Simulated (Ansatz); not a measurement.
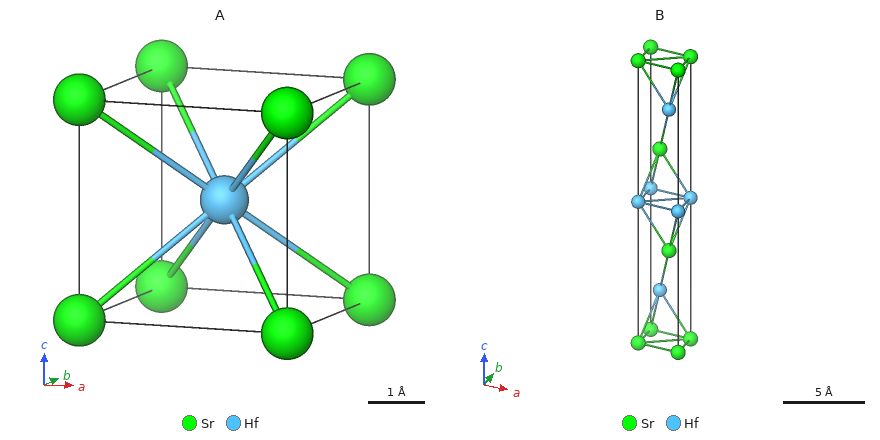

Two structures of SrHf, each relaxed to rest (conventional cells in solid outline, small ones repeated, not to one scale). Method: Ansatz, DFT PBE, scalar-relativistic, plane waves, PAW, without spin polarisation.

What are the two structures?

A: caesium chloride (CsCl, B2) type, Pm-3m. B: 6 atoms a cell on a rhombohedral (trigonal R) lattice, R-3m.

Which is the more stable form at this level of theory?

B is lower, by 265 meV/atom at this level of theory (energies at zero smearing). Volumes: A 31.9, B 30.4 Å³/atom.

One or both may be structure types tried for this composition rather than known phases.
